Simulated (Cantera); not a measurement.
Input: 1 mol CHF3, 0.19 mol HCl, 14 mol H2, 0.21 mol CH4, held at 13.3 mbar.

Cantera equilibrium calculation (NASA polynomials, part measured and part estimated; ideal gas, pure solids and liquids). Candidate condensed phases: C, C6H6, C7H8, C8H18; 135 gas species. Ions and electrons are included (thermal ionisation). Equilibrium is a limit: real reactors are often held back by kinetics, nucleation or transport.

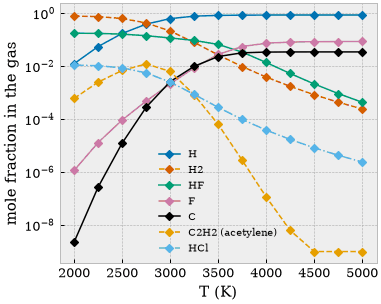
Fig. 1. Equilibrium gas composition (values under 1e-9 drawn at 1e-9)

From 2000 K to 2750 K the condensed part is C(graphite). From 3000 K to 5000 K nothing is condensed. The main C-bearing gas is C2H2 (acetylene) at 2000 K and C at 5000 K.
